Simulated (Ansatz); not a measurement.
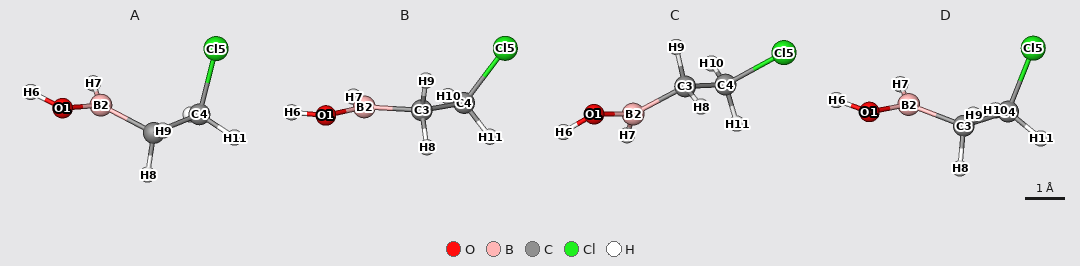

4 geometries from a converged minimum-energy path of C2H6BClO, shuffled. A ball-and-stick model, seen at a tilt.

All numbers below come from RKS CAM-B3LYP-D4/def2-SVP (Ansatz). Run with 7 movable images; climbing image; force threshold 0.03 eV/Å; iteration limit 60; starting path through a guess of the saddle point.

Question: One of them is the converged climbing image. Which?

Answer: B. In order along the path, whose images run from 0 to 8: A (image 1, +1.5 kJ/mol), D (image 2, +7.1 kJ/mol), B (image 4, +19.6 kJ/mol), C (image 7, +5.1 kJ/mol). The motion is a rotation about the C3–C4 bond by about 125°. No bond forms or breaks between the ends. Among the angles between lasting bonds that change up to the highest image: B2–C3–H9 110.7° → 106.6°, B2–C3–C4 113.1° → 116.5°.

Cost: 11 min on 2 threads of Arm Neoverse V1, with other jobs on the host, peak memory 0.27 GiB.
